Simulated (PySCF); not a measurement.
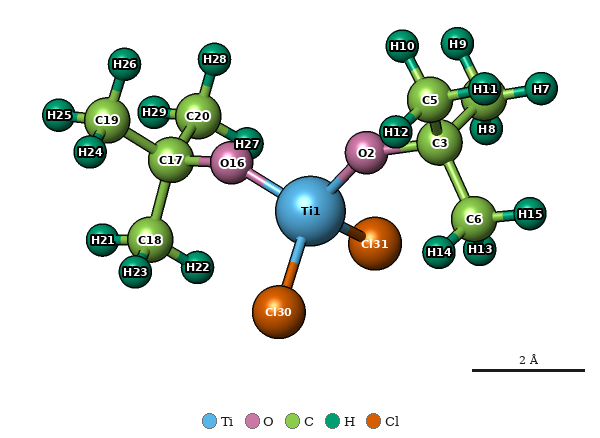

*The input geometry (ball-and-stick view, seen at a tilt; atoms are numbered from 1 in the order of the input). Sticks mark near contacts.*

Bond lengths as drawn: Cl–Ti 2.21 Å, C–C 1.52 Å, C–H 1.10 Å, C–O 1.43 Å and O–Ti 1.74 Å.

Excited-state calculation, with input and output: C$_{8}$H$_{18}$Cl$_{2}$O$_{2}$Ti

The run: excited-state calculation of C$_{8}$H$_{18}$Cl$_{2}$O$_{2}$Ti (Ti(OtBu)2Cl2), SMILES CC(C)(C)[O][Ti]([Cl])([Cl])[O]C(C)(C)C. Method and program: TDDFT wB97X-D/def2-SVPD, vertical, gas phase, core orbitals frozen in the response (PySCF 2.14.0).

The geometry comes from this level: PBE0-D3(BJ)/def2-SVP. It belongs to a series of runs on one base structure; here: two ligands: Cl to OtBu.

**Log**
```
coarse grid: 116384 points
cycle   1  E = -2235.0192512800  dE =  1.392e+00  |g| = 1.338e+00  |ddm| = 1.670e+01
cycle   2  E = -2230.2314240424  dE =  4.788e+00  |g| = 5.856e+00  |ddm| = 1.771e+01
cycle   3  E = -2235.3655700588  dE = -5.134e+00  |g| = 6.153e-01  |ddm| = 1.536e+01
cycle   4  E = -2235.4189142553  dE = -5.334e-02  |g| = 2.412e-01  |ddm| = 2.016e+00
cycle   5  E = -2235.4319693594  dE = -1.306e-02  |g| = 4.727e-02  |ddm| = 1.393e+00
cycle   6  E = -2235.4324536626  dE = -4.843e-04  |g| = 1.410e-02  |ddm| = 2.762e-01
cycle   7  E = -2235.4325052134  dE = -5.155e-05  |g| = 4.652e-03  |ddm| = 1.007e-01
cycle   8  E = -2235.4325106863  dE = -5.473e-06  |g| = 2.088e-03  |ddm| = 2.277e-02
final grid: 245528 points
cycle   9  E = -2235.4311893315  dE = -2.941e-06  |g| = 3.784e-03  |ddm| = 6.196e-02
cycle  10  E = -2235.4311840499  dE =  5.282e-06  |g| = 6.448e-03  |ddm| = 2.301e-02
cycle  11  E = -2235.4311921883  dE = -8.138e-06  |g| = 6.524e-04  |ddm| = 2.088e-02
cycle  12  E = -2235.4311922663  dE = -7.795e-08  |g| = 2.904e-04  |ddm| = 3.304e-03
cycle  13  E = -2235.4311922866  dE = -2.033e-08  |g| = 7.541e-05  |ddm| = 1.375e-03
cycle  14  E = -2235.4311922899  dE = -3.231e-09  |g| = 3.717e-05  |ddm| = 5.176e-04
cycle  15  E = -2235.4311922904  dE = -5.398e-10  |g| = 1.229e-05  |ddm| = 2.807e-04
```

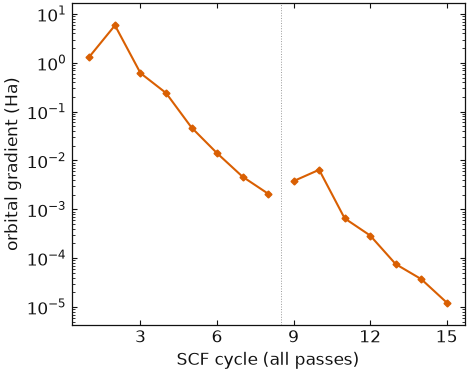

*Convergence of the self-consistent field: orbital gradient against the SCF cycle. The dotted line marks the change from a coarse to the final integration grid.*

The first 8 cycles use a coarse grid, the final grid takes over at cycle 9, and the field converges after 15 cycles in all.

```
converged SCF energy = -2235.4311922904

Static polarisability (au): isotropic 171.627, principal 154.042 162.047 198.791

Singlet excitations
state   eV       nm        f      main configurations
  1   4.6908    264.3   0.00128   H->L 0.94
  2   4.7948    258.6   0.00829   H-1->L 0.69, H-2->L 0.22
  3   4.8943    253.3   0.01774   H-2->L 0.63, H-1->L 0.20
  4   5.0720    244.4   0.00926   H-1->L+1 0.51, H-2->L+1 0.17, H->L+1 0.13
  5   5.3817    230.4   0.01942   H-2->L+1 0.61, H-1->L+1 0.27
  6   5.4298    228.3   0.01447   H->L+1 0.64, H-2->L+1 0.08
  7   5.4444    227.7   0.00114   H-4->L 0.82, H->L+2 0.08
  8   5.5025    225.3   0.00034   H-1->L+2 0.51, H-2->L+2 0.17, H-4->L 0.10
  9   5.5527    223.3   0.00716   H-3->L 0.69
 10   5.7052    217.3   0.01487   H->L+2 0.71, H-1->L+2 0.10
 11   5.7567    215.4   0.00317   H-2->L+2 0.45, H-5->L 0.27, H-1->L+2 0.15
 12   5.8568    211.7   0.00137   H-1->L+3 0.46, H-6->L 0.14, H-2->L+3 0.12
 13   5.8680    211.3   0.00013   H-7->L 0.50, H-2->L+3 0.21
 14   5.9008    210.1   0.02577   H-5->L 0.26, H-6->L 0.23, H-2->L+2 0.13
 15   5.9754    207.5   0.00151   H-2->L+3 0.40, H-7->L 0.21, H-1->L+3 0.15

Triplet excitations (Tamm-Dancoff, eV): 4.5733 4.5842 4.6305 4.8096
```

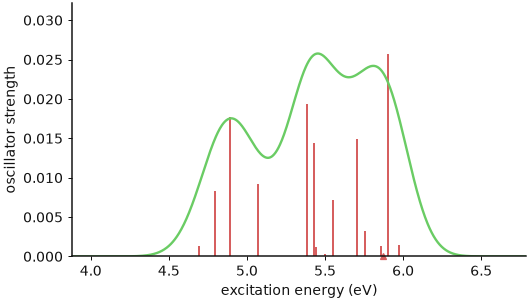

*Computed excitations as sticks (degenerate states added up, dark ones marked on the axis), with a Gaussian envelope of 0.35 eV full width at half maximum, scaled to the tallest.*

Of the 15 states the lowest lies at 4.69 eV (f = 0.001); the strongest line is at 5.90 eV, or 210 nm (f = 0.026).

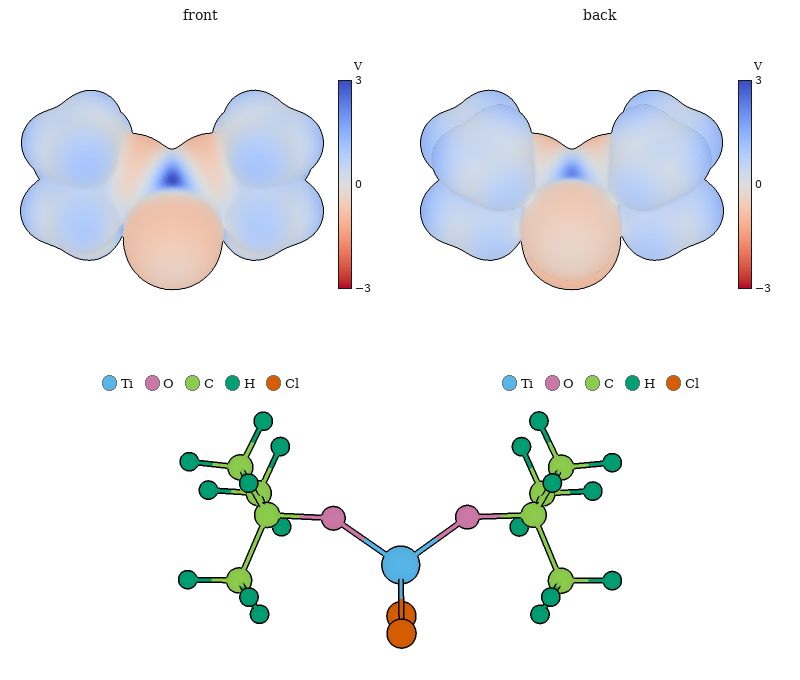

*The electrostatic potential painted on the density surface at 0.004 e/bohr³, seen at a tilt and from behind; the colour scale runs from red (negative) to blue (positive). The bare structure is drawn below in the same view.*

A positive charge is drawn to the negative regions and a negative charge to the positive ones.

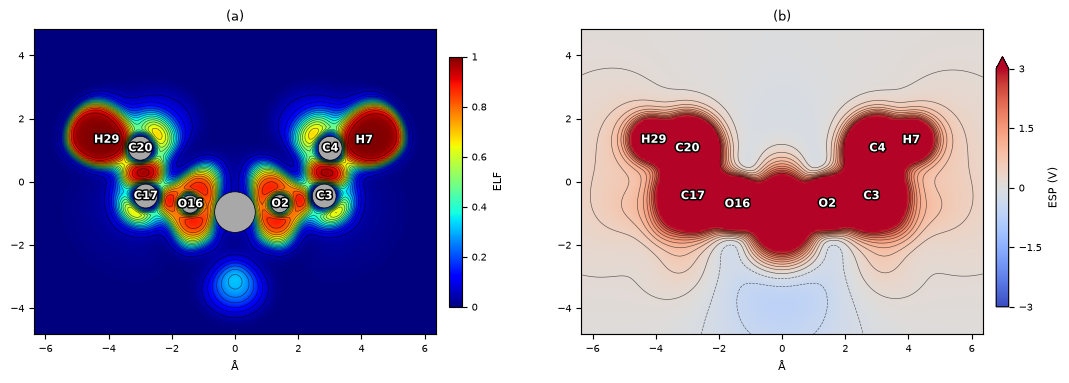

*(a) ELF; (b) molecular electrostatic potential on the plane of atoms O16, C17 and C20. Grey discs, where drawn, cover atomic cores.*

C–O (1.43 Å): the ELF peaks at about 0.90 between the atoms, which marks a shared but strongly polarised pair.

This output came from the following input.

**Input**
```
{"job": {"kind": "uv", "xc": "wB97X-D", "basis": "def2-SVPD", "ip": false, "nstates": 15}, "charge": 0, "multiplicity": 1}
Ti    -0.488647     0.709579    -0.346125
O     -0.537599     0.239879     1.328486
C     -1.380925     0.087948     2.470416
C     -1.907572    -1.341330     2.446439
C     -0.511682     0.347246     3.692394
C     -2.518410     1.098500     2.369282
H     -2.574151    -1.522430     3.302696
H     -2.470097    -1.521042     1.518306
H     -1.074346    -2.057594     2.492172
H      0.332085    -0.357354     3.715352
H     -1.097458     0.225503     4.615620
H     -0.109680     1.370503     3.664272
H     -3.125617     0.903528     1.471633
H     -2.119301     2.121524     2.303155
H     -3.175417     1.034216     3.249216
O      0.972068     0.111136    -1.076262
C      1.645223    -0.203041    -2.294240
C      1.135749     0.736916    -3.381449
C      3.132268    -0.004627    -2.036415
C      1.318437    -1.654844    -2.620337
H      1.654006     0.548138    -4.333255
H      0.056554     0.588336    -3.541752
H      1.303238     1.785143    -3.092719
H      3.336212     1.041106    -1.763753
H      3.716601    -0.253228    -2.934788
H      3.464776    -0.650191    -1.210803
H      0.231018    -1.782032    -2.727580
H      1.667756    -2.316254    -1.814108
H      1.803328    -1.959816    -3.559557
Cl    -0.629999     2.909231    -0.554595
Cl    -2.209867    -0.245378    -1.358223
```

The first line tells a small driver script what to run in PySCF; the rest is the geometry in Å.

Run as:
```bash
OMP_NUM_THREADS=2 python <driver script> task.json out
```

**Summary**

| quantity | value |
| --- | --- |
| outcome | converged |
| total energy | −2235.431192 hartree |
| HOMO | −10.28 eV |
| LUMO | −0.64 eV |
| dipole moment | 2.59 D |
| mean polarisability | 171.63 a.u. |
| lowest singlet excitation | 4.69 eV |
| hardware | 2 CPU threads, shared host |
| wall time | 3.5 min (CPU time 7.6 min) |
| peak memory | 4.1 GiB |
